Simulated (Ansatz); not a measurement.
Relaxed LiCl (rock salt):

```
CELL_PARAMETERS angstrom
      0.00000     2.57520     2.57520
      2.57520     0.00000     2.57520
      2.57520     2.57520     0.00000
ATOMIC_POSITIONS crystal
  Cl 0.00000 0.00000 0.00000
  Li 0.50000 0.50000 0.50000
```

A phonon eigenvector at Γ is frozen into this cell: atom i moves by Q times the vector below, so Q is the largest atomic displacement, in Å. The cell is held. It is one choice among 3 degenerate patterns.

| atom | x | y | z |
|---|---|---|---|
| Cl1 | 0.000 | 0.000 | -0.196 |
| Li2 | 0.000 | 0.000 | 1.000 |

The numbers are results of PBE (plane waves to 420 eV, PAW, scalar-relativistic; Ansatz, a quantum-chemistry and plane-wave program), not measurements. k mesh 11×11×11 (Γ-centred), Fermi-Dirac smearing 0.05 eV. Energies are smeared free energies. LiCl was relaxed with its symmetry unable to fall. The zero of ΔE is the undisplaced structure.

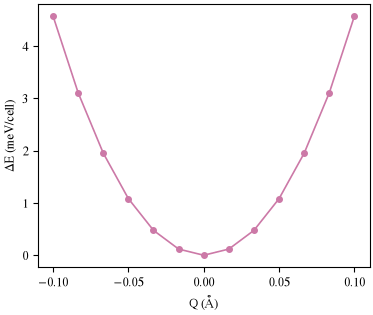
Figure: ΔE (meV/cell) against Q (Å); markers are the computed points, lines only join them.

Problem. What is the energy change at Q = 0.100 Å?

Solution. About 4.6 meV/cell.

Problem. What harmonic wavenumber does the curvature at Q = 0 give?

Solution. About 170 cm⁻¹.

(A displaced cell: forces are minus the slopes of the energy, force constants its curvatures, and phonons follow from these.)
